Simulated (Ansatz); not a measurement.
Start from Sr₃SbN in the anti-perovskite structure (space group Pm-3m, No. 221; a = 5.131 Å; a cell from a computed database, its experimental status unchecked). Axes: x, y, z lie along the cube axes.

Now apply this change: biaxial strain +4.76 %, plane normal [110], relaxed out of plane (Cartesian); in-plane vectors clamped, the third vector and the atoms free.

Method: Ansatz (a program for electronic structure) PBEsol, spin-orbit coupling left out.

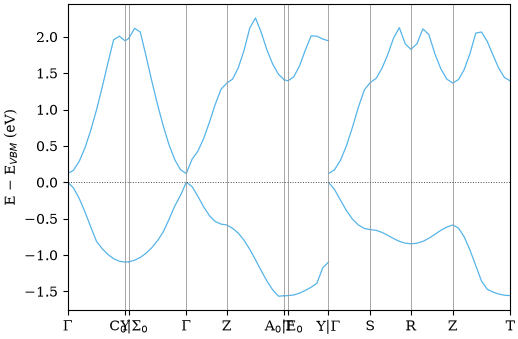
Figure. Highest valence and lowest conduction band along the path of the changed cell's own zone

The gap is 0.12 eV, direct at Γ; the base has 0.18 eV.

With Sb present, leaving out spin-orbit coupling can change the band edges. Whether these cells are dynamically stable was not tested. A zero or small gap of Sr3SbN can be the functional's error rather than a property of the material. Labels are those of the standard path for the cell's own space group.
